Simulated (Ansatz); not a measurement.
# UCCSD(T)/STO-3G run of CaBr (SMILES [Ca][Br])

Aim: the vertical ionisation energy of CaBr at UCCSD(T)/STO-3G, from 2 runs. 

The results are computed with Ansatz 0.2.0.

42 further runs of the same task are left out: 11 that didn't finish, 31 set aside as unsound or not needed.

### 1 Starting point

CaBr: 2 atoms, total charge 0, spin state doublet. As SMILES, `[Ca][Br]`. Geometry: relaxed at PBE0-D4/def2-TZVP.

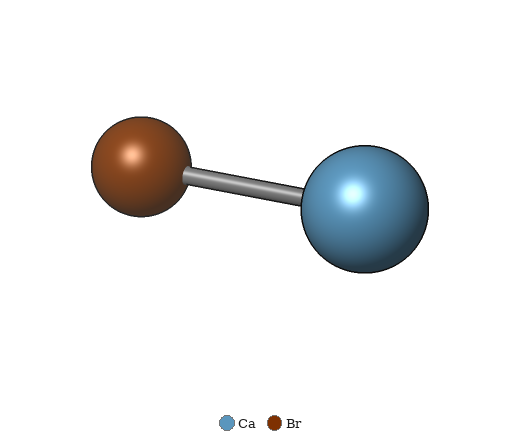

Viewed from a chosen angle; calcium blue, bromine brown.

### 2 A single-point energy at UCCSD(T)/STO-3G

Contents of run.yaml:

```yaml
crystal:
  periodic: [false, false, false]
  atoms:
    - {symbol: Ca, position_ang: [0.000000, -0.000000, 0.018570]}
    - {symbol: Br, position_ang: [-0.000000, 0.000000, 2.614140]}
basis:
  gaussian: {orbitals: STO-3G}
magnetization: {spin_polarized: true, initial_magnetization: 1}
correlation: {method: ccsd_t, frozen_orbitals: {Br: 9, Ca: 5}}
scf: {omitted_lower_state_checks: [cluster_reference, increment]}
accuracy: high
total_charge: 0
```

Command:

```bash
$ ansatz run run.yaml --threads 1 --pin off --max-ram 3480MiB --events-out events.jsonl --progress --plain --runs-dir runs
```

Log, cut to the lines that bear on the results:

```text
Warning: RAYON_NUM_THREADS=1 ignored (pool sized by the plan → 1); use --threads N
Functional definition: HF
  name "HF"
[...]
494 factors; integrals over basis functions are off by at most 4.2e-9 eV
[...]
mean field -87476.32962949 eV, -3214.6958202978 hartree, gradient 2.3e-8 eV, S^2 0.753473; 0 other end points of the search recorded, 0 dependent functions left out
14 core orbitals not correlated: weight in the atoms' cores, before any rotation towards them, 1.000 or more for the frozen orbitals, at most 0.000 for the correlated occupied ones
reference -87476.32962949 eV, -3214.6958202978 hartree; 14, 13 occupied and 3, 4 virtual orbitals, 494 factors
second order -0.37166347 eV of doubles, -0.00000000 eV of singles
cycle   1  -0.40956979 eV  change   -3.8e-2 eV  update   5.2e-2
[...]
cycle  20  -0.47960668 eV  change  -3.4e-10 eV  update   2.3e-9
perturbative correction -0.04036858 eV, -0.0014835181 hartree
Total energy: -87476.84960475 eV, -3214.7149290362 hartree
Checks for a lower state left out: cluster_reference, increment
```

Wall time 0.64 s (1 thread of Arm Neoverse V2, shared host).

### 3 The singlet cation

Contents of in.yaml:

```yaml
crystal:
  periodic: [false, false, false]
  atoms:
    - {symbol: Ca, position_ang: [0.000000, -0.000000, 0.018570]}
    - {symbol: Br, position_ang: [-0.000000, 0.000000, 2.614140]}
basis:
  gaussian: {orbitals: STO-3G}
total_charge: 1
correlation: {method: ccsd_t, frozen_orbitals: {Br: 9, Ca: 5}}
accuracy: high
scf: {omitted_lower_state_checks: [cluster_reference, increment]}
```

Command:

```bash
$ ansatz run in.yaml --threads 1 --pin off --max-ram 3480MiB --events-out events.jsonl --progress --plain --runs-dir runs
```

Log, cut to the lines that bear on the results:

```text
Warning: RAYON_NUM_THREADS=1 ignored (pool sized by the plan → 1); use --threads N
[... 2 set-up lines as earlier in the session ...]
[...]
492 factors; integrals over basis functions are off by at most 4.2e-9 eV
[...]
mean field -87471.65058983 eV, -3214.5238687621 hartree, gradient 2.3e-8 eV, S^2 0.000000; 0 other end points of the search recorded, 0 dependent functions left out
14 core orbitals not correlated: weight in the atoms' cores, before any rotation towards them, 1.000 or more for the frozen orbitals, at most 0.000 for the correlated occupied ones
reference -87471.65058983 eV, -3214.5238687621 hartree; 13, 13 occupied and 4, 4 virtual orbitals, 492 factors
second order -0.55863281 eV of doubles, -0.00000000 eV of singles
cycle   1  -0.57733849 eV  change   -1.9e-2 eV  update   8.4e-2
[...]
cycle  18  -0.67802128 eV  change  -6.8e-10 eV  update   2.6e-9
perturbative correction -0.07611811 eV, -0.0027972890 hartree
Total energy: -87472.40472923 eV, -3214.5515828736 hartree
Checks for a lower state left out: cluster_reference, increment
```

Wall time 0.4 s (1 thread of Arm Neoverse V2, shared host).

### 4 Summary of results

Level: UCCSD(T)/STO-3G, 14 core orbitals frozen.

```
                                                    quantity           value
                                  doublet CaBr: total energy  -3214.71493 Eh
  doublet CaBr: correlation energy (14 core orbitals frozen)       -19.1 mEh
                                doublet CaBr: (T) correction       -1.48 mEh
             doublet CaBr: ⟨S²⟩ of the reference determinant           0.753
                                 doublet CaBr: T1 diagnostic           0.012
                                singlet cation: total energy  -3214.55158 Eh
singlet cation: correlation energy (14 core orbitals frozen)       -27.7 mEh
                              singlet cation: (T) correction       -2.80 mEh
                               singlet cation: T1 diagnostic           0.017
          vertical ionisation energy (to the singlet cation)        4.445 eV
```

What this shows: Removing an electron at fixed nuclei costs 4.44 eV (103 kcal/mol). Only the singlet of the ionised species was computed; a triplet could lie lower. In a minimal basis such a difference can be off by several eV, whatever the method. The triples (doublet CaBr) make up 7.8 % of the correlation energy. The triples (singlet cation) make up 10.1 % of the correlation energy.
